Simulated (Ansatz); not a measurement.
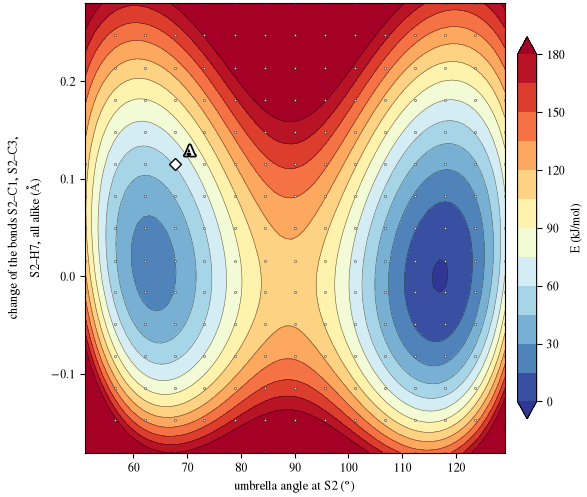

C₂H₇S, SMILES C[SH+]C, charge +1. The first coordinate is: umbrella angle at S2 (between each of its bonds and their common axis; 90 is planar); the second: change of the bonds S2–C1, S2–C3, S2–H7, all alike. Nothing is relaxed (all other coordinates rigid). Grid: 15 × 15 points. Points are written as (first, second). Energies: kJ/mol, counted from the lowest grid point. Level of theory: RKS PBE0-D4/def2-TZVP in Ansatz.

Drawn: filled contours, dots at the grid points, one colour for all values above the top of the scale, the point A. Between grid points the surface is interpolated.

Question: Is A at rest? If not, where is it pushed?

Answer: A, at (67.7°, 0.115 Å), is not a stationary point. The computed force is 3.6 kJ/mol for each degree towards smaller values of the first coordinate and 530 kJ/mol for each Å towards smaller values of the second coordinate.
